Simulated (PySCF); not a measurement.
**C5H3F4P (SMILES C=C/C(F)=P\C(F)=C(F)F): density, localisation and related maps**

```tsv
atom	x (Å)	y (Å)	z (Å)
C	2.6112	0.4734	0.4258
C	1.3423	0.2435	0.0778
C	0.5914	-0.8770	0.5631
F	1.2430	-1.6562	1.4572
P	-1.0006	-1.4089	0.2850
C	-1.5262	-0.2288	-1.0152
F	-0.7252	-0.0006	-2.0758
C	-2.7585	0.2749	-1.0290
F	-3.2971	1.0411	-1.9601
F	-3.6001	0.0825	-0.0227
H	3.1460	1.3292	0.0544
H	3.1427	-0.1886	1.0887
H	0.8267	0.9161	-0.5895
```

Geometry: GFN2-xTB.

Level of theory: CAM-B3LYP/def2-SVPD, SCF density, gas phase in PySCF.

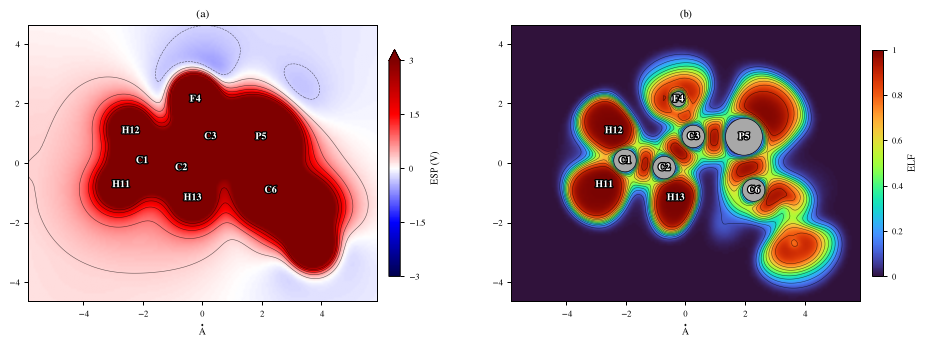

Figure 1. (a) electrostatic potential; (b) electron localisation function on the plane of atoms C2, C3 and P5. Grey discs cover the atomic cores in the ELF map.

Describe what can be read from this map.

Answer.
- Atoms in the plane: C, F, P and H.
- C–C (1.34 Å): the ELF peaks at about 0.95 between the atoms: a multiple bond.
- C–P (1.70 Å): the ELF peaks at about 0.95 between the atoms, as expected for a covalent bond.
- C–H (1.08 Å): the ELF climbs to about 1 towards the hydrogen, as it does in any bond to H: a covalent bond by its length.
- C–C (1.43 Å): the ELF peaks at about 0.95 between the atoms: a covalent bond.
- C–P (1.83 Å): the ELF peaks at about 0.95 between the atoms: a shared electron pair.
- The ELF also peaks beside F9, P5 and F4, away from the bonds: lone-pair regions.
- Outside the dense part of the molecule the potential is most negative (−0.5 V) near F4.

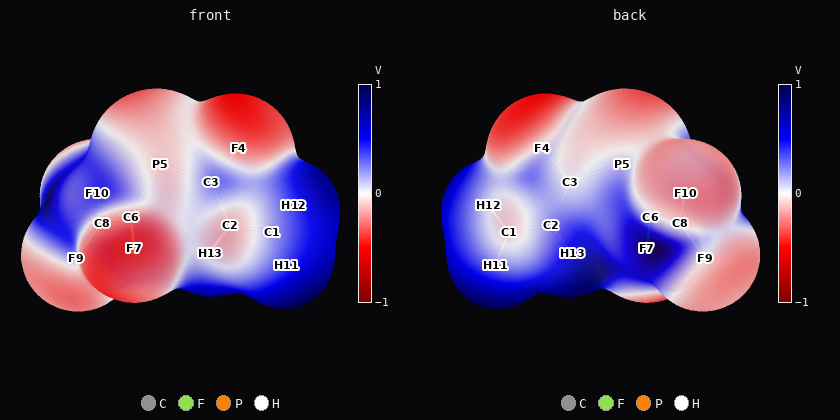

Figure 2. The molecular electrostatic potential painted on the density surface at 0.001 e/bohr³, seen from the front and from behind; the colour scale runs from red (negative) to blue (positive).

Describe the electrostatic potential map.

Answer. The most negative region (about −0.5 V) lies over F4, the most positive (about +1.0 V) over C8, H11 and H13.

What dipole moment does the calculation give?

Answer. Its dipole moment is 1.78 D.

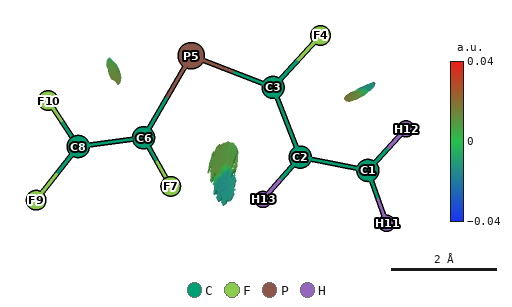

Figure 3. Non-covalent interaction (NCI) plot: the surface where the reduced density gradient is 0.5, for densities under 0.05 a.u., coloured by sign(λ₂)ρ; seen across its widest extent.

Identify the weak interactions.

Answer.
- Between H13 and C2 on one side and F7 on the other: a weak contact, attractive (blue-green) on one side and crowded (olive to red) on the other
- Between F4 and C3 on one side and C1 and H12 on the other: a weak contact, attractive (blue-green) on one side and crowded (olive to red) on the other
- Between P5 on one side and F10 and C8 on the other: a weak contact (green)
